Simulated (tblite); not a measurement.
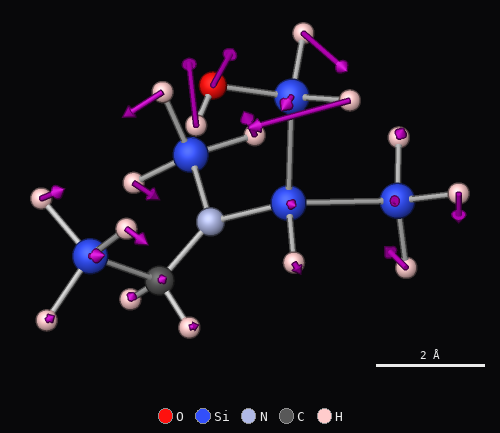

This is a relaxation of CH15NOSi5. The starting structure is drawn; purple arrows show the displacements, at their true length. The two geometries are superimposed by the best rigid fit.

The picture is a ball-and-stick view, seen from a free direction.

Theory: GFN2-xTB geometry optimisation, gas phase (tblite). 

> Atoms of which element are displaced furthest, and by how much?

Hydrogen: up to 2.45 Å, against 1.38 Å for oxygen.

> What happened in the run?

The largest move after the best rigid fit is that of an H atom, 2.45 Å. By element the largest moves are H 2.45 Å, O 1.38 Å, Si 0.49 Å, C 0.20 Å, N 0.16 Å. Near-neighbour distances that change, for instance: N–Si 1.718 → 1.767 Å, Si–Si 2.359 → 2.321 Å, C–N 1.492 → 1.457 Å, O–Si 1.666 → 1.632 Å. Bond angles that change, for instance: Si–Si–Si 103.6° → 119.0°, Si–N–Si 111.3° → 124.0°, Si–Si–N 118.9° → 107.9°. Groups turn about Si–Si by about 80°, N–Si by about 30°. The energy falls by 0.501 eV in 287 geometry steps.
